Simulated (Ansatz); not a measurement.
# Phonons of FeSi2 (Linzhiite, P4/mmm) against volume, part 2 of 2

Aim: how do the optical modes of FeSi2 (Linzhiite, P4/mmm) move with volume?

Ansatz 0.2.0; DFT LDA, scalar-relativistic, plane waves, PAW; PAW set soft_1.

So far. Step 3 (Tight relaxation): The largest force component left is 0.18 meV/Å and the pressure is -0.002 GPa, within the tolerances set. The cell now holds 11.94 Å³/atom.

### Step 4. Modes at rest

The force constants come from the linear response of the density to a displacement.

The modes at rest are the reference of the series.

File input.yaml:

```yaml
crystal:
  lattice:
    - [2.6588029261, 0.0, 0.0]
    - [0.0, 2.6588029261, 0.0]
    - [0.0, 0.0, 5.0671940585]
  atoms:
    - { symbol: Si, position: [0.5, 0.5, 0.2714297004] }
    - { symbol: Si, position: [0.5, 0.5, 0.7285702996] }
    - { symbol: Fe, position: [0.0, 0.0, 0.0] }
kpoints:
  mp_grid: { grid: [16, 16, 8] }
hamiltonian:
  xc: lda
  pseudopotentials: { kind: paw, azcp: { folder: soft_1 }, xc_functional: pbe }
scf:
  occupations: { method: methfessel_paxton, width: 0.2 }
output:
  eigenvalues: true
phonons:
  method: dfpt
```

Started as:

```sh
$ ansatz run input.yaml --threads 4 --pin off --max-ram 10240MiB --backend cpu --events-out ev --progress --plain --runs-dir out
```

Numbers of over 12 decimals in the logs are rounded to 6 here.

The log of the run:

```text
zone centre: on kpoints.mp_grid the ground state, and the responses unless they are solved on pairs of k-points, stand on 405 of the mesh's 2048 k-points, reduced under 4 symmetry operations, with k and −k counted as one. Each operation leaves every solved displacement unchanged or reverses it
[...]
Crystal: 3 atoms, lattice volume = 35.821 Å³
Basis set: ecut = 420 eV, 701 PW (Γ), exchange–correlation on 36×36×72 points (8 copies of the dense FFT grid, shifted against one another)
Bands: 16, of which v1, the nominal top of the filled ones, is band 12 counted from 1 (11 counted from 0)
Symmetry: 16 space group operations
k-points: 405 of 2048 (irreducible under 4 space group operations, time reversal used)
[...]
SCF iter   1: F=—  HF=-5640.714521 eV  |F-HF|=—  |Δ(HF+E_count)|=         —  Δρ=1.28e-1  dr2=1.29e1  ethr=3.10e-3  ⟨swp⟩=5.1  Hψ=34488  notcnv=0
[...]
SCF iter  10: F=-5638.908729 eV  HF=-5638.908729 eV  |F-HF|=1.82e-12  |Δ(HF+E_count)|=  9.82e-11  S|Δr|=    0.00e0  Δρ=1.61e-7  dr2=3.93e-12  ethr=1.00e-12  ⟨swp⟩=4.8  Hψ=32791  notcnv=0
[...]
SCF 1 converged in 10 iterations: F = -5638.908729 eV  dr2 = 3.93e-12
[...]
DFPT response loops at Γ: preconditioner auto → Kerker (q_TF=auto, 2.552 Å⁻¹) (partly filled bands, converged f_vac=0.000); β = 1.00, the filter's whole step (`scf.mixing.beta` (0.50) is not read by the response loops under this deck's `scf.mixing.preconditioner`; to damp them name `kerker` or `kerker_dos`, under which they read `scf.mixing.beta`, and type it under 1.00, their step now; both keys bind the ground state too); Broyden in place of MSR1
SCF converged after 10 iterations
[...]
Free energy (F): -5638.908729 eV
[...]
Internal energy: -5638.909907 eV  (E = F + TS)
E sigma→0 (E₀):  -5638.909023 eV
Entropy (-TS):   0.001179 eV (0.393 meV/atom)
Fermi energy:    14.559640 eV
Step filling:    the computed levels leave a gap of 0.0000 eV = 0.0 smearing widths at the electron count; against every level under it full and every level over it empty, smearing changes F+E_penalty+E_count by +0.735 meV and its σ→0 estimate by +0.440 meV
[...]
--- Band table (eV; the first three rows and the last of 405) ---
  k-point 0: bands = [... 8 lower, 12.8280, 12.9855, 12.9855, 13.9245, 19.2004, 19.2004, 21.2127, 21.7925]
  k-point 1: bands = [... 8 lower, 12.7936, 12.9785, 12.9785, 13.9245, 19.3029, 19.3029, 20.2027, 21.5924]
  k-point 2: bands = [... 8 lower, 12.6693, 12.9619, 12.9619, 13.9247, 18.7550, 19.5992, 19.5992, 21.2697]
  k-point 404: bands = [... 8 lower, 11.2428, 11.2428, 12.6845, 14.7249, 14.9502, 14.9502, 15.7111, 17.6118]
--- Phonons (Γ-DFPT): 4 representative perturbations + reference, on 405 of 2048 k-points (Σ response iterations 16) ---
  k mesh reduced under 4 symmetry operations, with k and −k counted as one. Each operation leaves every solved displacement unchanged or reverses it
  ASR residual: 7.715e-5 → 0.000e0 eV/Å²; symmetrization residual: 2.994e-6 eV/Å²
  ASR residual per site (eV/Å²): 3.98e-5 3.98e-5 7.72e-5
  Γ frequencies (cm⁻¹): 0.00 0.00 0.00 231.72 231.72 294.51 294.51 367.44 567.21
  non-analytic LO–TO correction: not included (Born effective charges unavailable; polar crystals: no LO–TO splitting at Γ)
```

The job ended after 21 s (4 threads of AMD EPYC 7B13 (Zen 3), shared host; peak memory 1 GiB; 78 s of CPU time).

The column dr2 measures how far the density is from self-consistency, as an energy; F and HF (Harris–Foulkes) agree once it is small.

Numbers from this step:

| Quantity | Value |
| --- | --- |
| sum-rule residual before enforcement | 7.72e-5 eV/Å² |
| point group | 4/mmm |
| highest optical mode at the zone centre (no LO-TO term) | 567.2 cm⁻¹ |
| lowest optical zone-centre mode | 231.7 cm⁻¹ |

Patterns of degenerate modes are one choice out of their space. Modes at Γ, with each element's share of the kinetic energy:

```csv
mode,frequency (cm⁻¹),symmetry,Si %,Fe %
1,0.0,acoustic,50,50
2,0.0,acoustic,50,50
3,0.0,acoustic,50,50
4,231.7,Eg,100,0
5,231.7,Eg,100,0
6,294.5,Eu,50,50
7,294.5,Eu,50,50
8,367.4,A2u,50,50
9,567.2,A1g,100,0
```

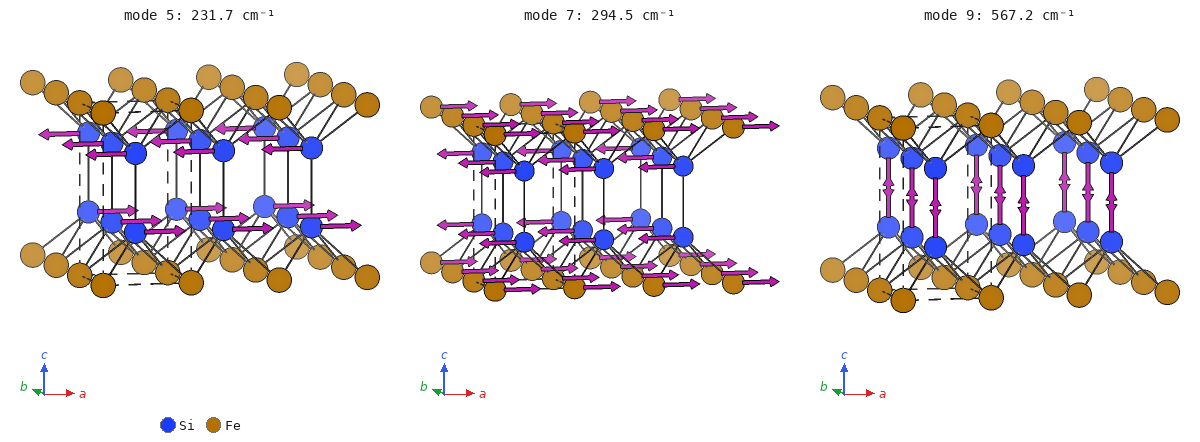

Displacement patterns of modes 5, 7 and 9 at Γ; arrows are exaggerated. 3×3×1 cells are drawn. Some periodic images of atoms are drawn too.

Before it was imposed, the acoustic sum rule was missed by 7.7e-5 eV/Å². Small misses are needed for a sound result but don't prove that mesh and cutoff are converged. The lowest optical mode is real, 232 cm⁻¹.

### Step 5. A member of the series: 1.06 times the volume at rest

The cell is set to 1.06 times the volume at rest, and shape and atoms relax at that volume.

input.yaml, the sections that differ from step 4:

```yaml
crystal:
  lattice:
    - [2.7158582965, 0.0, 0.0]
    - [0.0, 2.7158582965, 0.0]
    - [0.0, 0.0, 5.1479164005]
  atoms:
    - { symbol: Si, position: [0.5, 0.5, 0.2700782795] }
    - { symbol: Si, position: [0.5, 0.5, 0.7299217205] }
    - { symbol: Fe, position: [0.0, 0.0, 0.0] }
output:
  forces: true
  stress: true
  eigenvalues: true
relax:
  adjacent_minimum: "off"
  f_tol: 0.001
  max_steps: 60
  cell: { stress_tol: 0.01, fix: [volume] }
# kpoints, hamiltonian, scf: as in step 4
# phonons: removed
```

The log of the run:

```text
[...]
Crystal: 3 atoms, lattice volume = 37.970 Å³
Basis set: ecut = 420 eV, 773 PW (Γ)
Bands: 16, of which v1, the nominal top of the filled ones, is band 12 counted from 1 (11 counted from 0)
Symmetry: 16 space group operations
[...]
k-points: 225 of 2048
[...]
k-point 224: bands = [... 8 lower, 10.2922, 10.2922, 11.8552, 13.6488, 14.0622, 14.0622, 14.9175, 16.1239]
--- Relaxed structure (4 steps of the walk, 4 accepted, 1 SCFs on fresh bases) ---
[...]
cell:  # Å, volume = 37.9704 Å³
    - [2.718201, 0, 0.0]
    - [0, 2.718201, 0.0]
    - [0.0, 0.0, 5.139048]
  atoms:
    - { symbol: Si, position: [0.5, 0.5, 0.269382] }
    - { symbol: Si, position: [0.5, 0.5, 0.730618] }
    - { symbol: Fe, position: [0, 0, 0.0] }
[key lines of the parts left out:]
SCF converged after 6 iterations
Free energy (F): -5638.835185 eV
Fermi energy:    13.566432 eV
P = ⅓ Tr σ = -10.3862 GPa (-103.862 kbar)
```

Wall time 7.4 s (4 threads); peak memory 0.5 GiB.

Relaxation path:

```csv
step,energy less that of the first step (eV),largest force component (eV/Å),pressure (GPa),volume (Å³)
1,0.0000,0.0873,-10.58,37.97
2,-0.0004,0.0222,-10.42,37.97
3,-0.0004,0.0017,-10.39,37.97
4,-0.0004,0.0000,-10.39,37.97
5*,-0.0004,0.0000,-10.39,37.97
```

Relaxation steps marked * repeat the geometry before them on a plane-wave basis chosen anew for their cell, so energy and pressure can jump there.

Forces are held to the 16 operations that the run works with; a distortion that breaks them can't arise in this run.

```csv
"conventional cell, symmetrised",before,after,change
a (Å),2.716,2.718,+0.1 %
b (Å),2.716,2.718,+0.1 %
c (Å),5.148,5.139,-0.2 %
volume (Å³/atom),12.66,12.66,+0.0 %
```

The relaxed structure:

```
Si Fe
1.0
     2.71820    0.00000    0.00000
     0.00000    2.71820    0.00000
     0.00000    0.00000    5.13905
Si Fe
2 1
Direct
  0.50000 0.50000 0.26938
  0.50000 0.50000 0.73062
  0.00000 0.00000 0.00000
```

Numbers from this step:

```
pressure        : -10.39 GPa
volume per atom : 12.66 Å³
```

The largest force component left is 0.0052 meV/Å, at a pressure of -10.39 GPa.

### Step 6. Zone-centre modes of the member: 1.06 times the volume at rest

The zone-centre modes follow for 1.06 times the volume at rest.

input.yaml, the sections that differ from step 5:

```yaml
crystal:
  lattice:
    - [2.7182007794, 0.0, 0.0]
    - [0.0, 2.7182007794, 0.0]
    - [0.0, 0.0, 5.1390475117]
  atoms:
    - { symbol: Si, position: [0.5, 0.5, 0.2693816526] }
    - { symbol: Si, position: [0.5, 0.5, 0.7306183474] }
    - { symbol: Fe, position: [0.0, 0.0, 0.0] }
output:
  eigenvalues: true
phonons:
  method: dfpt
# kpoints, hamiltonian, scf: as in step 5
# relax: removed
```

The log of the run:

```text
[...]
Crystal: 3 atoms, lattice volume = 37.970 Å³
Basis set: ecut = 420 eV, 773 PW (Γ), exchange–correlation on 40×40×72 points (8 copies of the dense FFT grid, shifted against one another)
Bands: 16, of which v1, the nominal top of the filled ones, is band 12 counted from 1 (11 counted from 0)
Symmetry: 16 space group operations
k-points: 405 of 2048 (irreducible under 4 space group operations, time reversal used)
[...]
SCF iter   1: F=—  HF=-5640.670984 eV  |F-HF|=—  |Δ(HF+E_count)|=         —  Δρ=1.33e-1  dr2=1.42e1  ethr=3.10e-3  ⟨swp⟩=5.1  Hψ=34372  notcnv=0
[...]
SCF iter  11: F=-5638.835186 eV  HF=-5638.835186 eV  |F-HF|=1.82e-12  |Δ(HF+E_count)|=  9.09e-13  S|Δr|=    0.00e0  Δρ=2.74e-8  dr2=1.50e-13  ethr=1.00e-12  ⟨swp⟩=5.2  Hψ=26772  notcnv=0
[...]
SCF 1 converged in 11 iterations: F = -5638.835186 eV  dr2 = 1.50e-13
[...]
SCF converged after 11 iterations
[...]
Free energy (F): -5638.835186 eV
[...]
Internal energy: -5638.836357 eV  (E = F + TS)
E sigma→0 (E₀):  -5638.835479 eV
Entropy (-TS):   0.001171 eV (0.390 meV/atom)
Fermi energy:    13.566433 eV
[...]
--- Band table (eV; the first three rows and the last of 405) ---
  k-point 0: bands = [... 8 lower, 12.0229, 12.0621, 12.0621, 12.9056, 17.8213, 17.8213, 20.0770, 20.7318]
  k-point 1: bands = [... 8 lower, 11.9917, 12.0551, 12.0551, 12.9057, 17.9189, 17.9189, 19.0722, 20.5621]
  k-point 2: bands = [... 8 lower, 11.8770, 12.0383, 12.0383, 12.9059, 17.6207, 18.1992, 18.1992, 20.2751]
  k-point 404: bands = [... 8 lower, 10.2922, 10.2922, 11.8552, 13.6488, 14.0622, 14.0622, 14.9175, 16.1239]
[...]
ASR residual: 9.167e-5 → 0.000e0 eV/Å²; symmetrization residual: 2.122e-5 eV/Å²
  ASR residual per site (eV/Å²): 2.99e-5 2.99e-5 9.17e-5
  Γ frequencies (cm⁻¹): 0.00 0.00 0.00 216.30 216.30 260.55 260.55 335.65 515.63
[...]
```

Elapsed: 24 s, on 4 threads; peak memory 1.1 GiB; 87 s of CPU time.

Numbers from this step:

| Quantity | Value |
| --- | --- |
| sum-rule residual before enforcement | 9.17e-5 eV/Å² |
| highest optical mode at the zone centre (no LO-TO term) | 515.6 cm⁻¹ |
| lowest optical zone-centre mode | 216.3 cm⁻¹ |

Patterns of degenerate modes are one choice out of their space. Modes at Γ, with each element's share of the kinetic energy:

```csv
mode,frequency (cm⁻¹),symmetry,Si %,Fe %
1,0.0,acoustic,50,50
2,0.0,acoustic,50,50
3,0.0,acoustic,50,50
4,216.3,Eg,100,0
5,216.3,Eg,100,0
6,260.6,Eu,50,50
7,260.6,Eu,50,50
8,335.6,A2u,50,50
9,515.6,A1g,100,0
```

The lowest optical mode is real, 216 cm⁻¹, and the highest lies at 515.6 cm⁻¹.

Between step 4 and this run (volume ratio 1.06) the value for the highest optical mode at the zone centre (no LO-TO term) moves from 567 cm⁻¹ to 516 cm⁻¹ (-9 %).

### Step 7. Relaxation of a member: 0.9 times the volume at rest

The cell is set to 0.9 times the volume at rest, and shape and atoms relax at that volume.

input.yaml, the sections that differ from step 6:

```yaml
crystal:
  lattice:
    - [2.5572715578, 0.0, 0.0]
    - [0.0, 2.5572715578, 0.0]
    - [0.0, 0.0, 4.9297925657]
  atoms:
    - { symbol: Si, position: [0.5, 0.5, 0.2739681386] }
    - { symbol: Si, position: [0.5, 0.5, 0.7260318614] }
    - { symbol: Fe, position: [0.0, 0.0, 0.0] }
output:
  forces: true
  stress: true
  eigenvalues: true
relax:
  adjacent_minimum: "off"
  f_tol: 0.001
  max_steps: 60
  cell: { stress_tol: 0.01, fix: [volume] }
# kpoints, hamiltonian, scf: as in step 6
# phonons: removed
```

The log of the run:

```text
[...]
Crystal: 3 atoms, lattice volume = 32.239 Å³
Basis set: ecut = 420 eV, 645 PW (Γ)
Bands: 16, of which v1, the nominal top of the filled ones, is band 12 counted from 1 (11 counted from 0)
Symmetry: 16 space group operations
[...]
k-points: 225 of 2048
[...]
k-point 224: bands = [... 8 lower, 13.1061, 13.1061, 14.2767, 16.6583, 16.6583, 16.8346, 17.2385, 20.5369]
--- Relaxed structure (3 steps of the walk, 3 accepted, 1 SCFs on fresh bases) ---
[...]
cell:  # Å, volume = 32.2391 Å³
    - [2.554740, 0, 0]
    - [0, 2.554740, 0]
    - [0, 0, 4.939569]
  atoms:
    - { symbol: Si, position: [0.5, 0.5, 0.274584] }
    - { symbol: Si, position: [0.5, 0.5, 0.725416] }
    - { symbol: Fe, position: [0, 0, 0] }
[key lines of the parts left out:]
SCF converged after 5 iterations
Free energy (F): -5638.633615 eV
Fermi energy:    16.466421 eV
P = ⅓ Tr σ = 27.0674 GPa (270.674 kbar)
```

Wall time 5.7 s (4 threads); peak memory 0.48 GiB; 21 s of CPU time.

The steps of the relaxation:

```csv
step,energy less that of the first step (eV),largest force component (eV/Å),pressure (GPa),volume (Å³)
1,0.0000,0.1087,27.31,32.24
2,-0.0005,0.0305,27.13,32.24
3,-0.0005,0.0001,27.07,32.24
4*,-0.0005,0.0001,27.07,32.24
```

Relaxation steps marked * repeat the geometry before them on a plane-wave basis chosen anew for their cell, so energy and pressure can jump there.

Forces are held to the 16 operations that the run works with; a distortion that breaks them can't arise in this run.

```csv
"conventional cell, symmetrised",before,after,change
a (Å),2.557,2.555,-0.1 %
b (Å),2.557,2.555,-0.1 %
c (Å),4.930,4.940,+0.2 %
volume (Å³/atom),10.75,10.75,-0.0 %
```

Final coordinates:

```
Si Fe
1.0
     2.55474    0.00000    0.00000
     0.00000    2.55474    0.00000
     0.00000    0.00000    4.93957
Si Fe
2 1
Cartesian
  1.2774 1.2774 1.3563
  1.2774 1.2774 3.5832
  0.0000 0.0000 0.0000
```

Numbers from this step:

- pressure: 27.07 GPa
- volume per atom: 10.75 Å³

The largest force component left is 0.058 meV/Å, at a pressure of 27.07 GPa.

### Step 8. Zone-centre modes of the member: 0.9 times the volume at rest

The zone-centre modes follow for 0.9 times the volume at rest.

input.yaml, the sections that differ from step 7:

```yaml
crystal:
  lattice:
    - [2.5547396276, 0.0, 0.0]
    - [0.0, 2.5547396276, 0.0]
    - [0.0, 0.0, 4.9395689637]
  atoms:
    - { symbol: Si, position: [0.5, 0.5, 0.2745843217] }
    - { symbol: Si, position: [0.5, 0.5, 0.7254156783] }
    - { symbol: Fe, position: [0.0, 0.0, 0.0] }
output:
  eigenvalues: true
phonons:
  method: dfpt
# kpoints, hamiltonian, scf: as in step 7
# relax: removed
```

The log of the run:

```text
[...]
Crystal: 3 atoms, lattice volume = 32.239 Å³
Basis set: ecut = 420 eV, 645 PW (Γ), exchange–correlation on 36×36×72 points (8 copies of the dense FFT grid, shifted against one another)
Bands: 16, of which v1, the nominal top of the filled ones, is band 12 counted from 1 (11 counted from 0)
Symmetry: 16 space group operations
k-points: 405 of 2048 (irreducible under 4 space group operations, time reversal used)
[...]
k-point 2: bands = [... 8 lower, 14.1983, 14.7515, 14.7515, 15.9107, 20.9370, 22.3160, 22.3160, 23.1877]
  k-point 404: bands = [... 8 lower, 13.1061, 13.1061, 14.2767, 16.6583, 16.6583, 16.8346, 17.2385, 20.5369]
[...]
ASR residual: 1.496e-4 → 0.000e0 eV/Å²; symmetrization residual: 3.496e-5 eV/Å²
  ASR residual per site (eV/Å²): 2.73e-5 2.73e-5 1.50e-4
  Γ frequencies (cm⁻¹): 0.00 0.00 0.00 258.47 258.47 357.35 357.35 429.40 663.17
[...]
[key lines of the parts left out:]
SCF converged after 10 iterations
Free energy (F): -5638.633616 eV
Fermi energy:    16.466421 eV
```

Elapsed: 19 s, on 4 threads; peak memory 0.97 GiB.

This step gave:

```yaml
sum_rule_residual_before_enforcement: 1.50e-4 eV/Å²
highest_optical_mode_at_the_zone_centre_no_lo_to_term: 663.2 cm⁻¹
lowest_optical_zone_centre_mode: 258.5 cm⁻¹
```

Patterns of degenerate modes are one choice out of their space. Modes at Γ, with each element's share of the kinetic energy:

```csv
mode,frequency (cm⁻¹),symmetry,Si %,Fe %
1,0.0,acoustic,50,50
2,0.0,acoustic,50,50
3,0.0,acoustic,50,50
4,258.5,Eg,100,0
5,258.5,Eg,100,0
6,357.4,Eu,50,50
7,357.4,Eu,50,50
8,429.4,A2u,50,50
9,663.2,A1g,100,0
```

The lowest optical mode is real, 258 cm⁻¹, and the highest lies at 663.2 cm⁻¹.

Between step 4 and this run (volume ratio 0.9) the value for the highest optical mode at the zone centre (no LO-TO term) moves from 567 cm⁻¹ to 663 cm⁻¹ (+17 %).

### Step 9. All members side by side

The members are set side by side, also those not shown above.

Each row is one cell with its response, relaxed at fixed volume as far as symmetry leaves anything free; energies are extrapolated to zero smearing, and E0 is that at rest; shape and atoms are relaxed in each cell where symmetry leaves them free; all runs use 16×16×8 k points and Methfessel-Paxton smearing of 0.2 eV. State of the crystal along the series:

```csv
volume ratio,V (Å³/atom),pressure (GPa),E - E0 (meV/atom),first cell vector (Å),third cell vector (Å)
0.9,10.75,27.07,91.74,2.555,4.94
0.92,10.98,20.41,56.43,2.576,4.966
0.94,11.22,14.44,30.52,2.597,4.992
0.96,11.46,9.093,13.05,2.618,5.018
0.98,11.7,4.296,3.134,2.639,5.043
0.99,11.82,2.088,0.7657,2.649,5.055
1,11.94,-0.001902,0,2.659,5.067
1.02,12.18,-3.852,2.932,2.679,5.091
1.04,12.42,-7.302,11.29,2.699,5.115
1.06,12.66,-10.39,24.52,2.718,5.139
```

Each mode is tracked from rest by its pattern, and modes that stay within 0.3 cm⁻¹ of each other stand once; shape and atoms are relaxed in each cell where symmetry leaves them free; all runs use 16×16×8 k points and Methfessel-Paxton smearing of 0.2 eV. Optical modes along the series:

```csv
V (Å³/atom),mode 4 Eg (cm⁻¹),mode 6 Eu (cm⁻¹),mode 8 A2u (cm⁻¹),mode 9 A1g (cm⁻¹)
10.75,258.5,357.4,429.4,663.2
10.98,253,344.1,416,643.3
11.22,247.6,331.2,403.1,623.7
11.46,242.3,318.7,390.8,604.4
11.7,237,306.4,378.9,585.6
11.82,234.3,300.4,373.1,576.3
11.94,231.7,294.5,367.4,567.2
12.18,226.5,282.9,356.4,549.3
12.42,221.4,271.6,345.9,532
12.66,216.3,260.6,335.6,515.6
```

From cubic fits (parabolas where under five rows exist) of ln ω and P against ln V through the rows within about 4 % of rest: γ = −d ln ω / d ln V and dω/dP = γ ω / B. Slopes at rest:

```csv
mode,fitted frequency at rest (cm⁻¹),Grüneisen parameter γ,dω/dP (cm⁻¹/GPa)
mode 4 Eg,231.7,1.13,1.28
mode 6 Eu,294.5,2,2.89
mode 8 A2u,367.5,1.53,2.76
mode 9 A1g,567.2,1.6,4.46
```

### Step 10. What came out

| Quantity | Value |
| --- | --- |
| members | 10 |
| highest optical mode at the zone centre (no LO-TO term), at rest | 567.2 cm⁻¹ |
| bulk modulus at rest | 204 GPa |
| mode 4 Eg, γ | 1.13 |
| mode 6 Eu, γ | 2.00 |
| mode 8 A2u, γ | 1.53 |
| mode 9 A1g, γ | 1.60 |

**Reading.** The series spans -10.4 to 27.1 GPa, and the slope at rest gives a bulk modulus of 204 GPa. Among the modes in the table of slopes γ runs from 1.13 (mode 4 Eg) to 2.00 (mode 6 Eu). One k mesh and one cutoff serve the ground states and modes of all volumes. These are harmonic frequencies at zero temperature: anharmonic shifts, linewidths and thermal expansion are left out. With no gap, or one that is small against the smearing, the frequencies hang on the k mesh and the smearing, most of all near Kohn anomalies. The runs are without spin polarisation, although Fe often carries a moment. The PAW files were made for PBE; the program adapts parts of them to the functional of the run, but their partial waves stay those of PBE, an approximation that was not tested in this session. Only the zone centre was solved, so an instability at another wavevector cannot show here.

[Logs are printed without paths, hosts, clocks, repeated set-up lines and the standing remarks that a program may print on its own settings, such as how far it seeks lower states.]

[Hosts, paths, dates, database ids (printed as entryN), source tags and the programs' standing remarks are cut or masked in the printed files.]
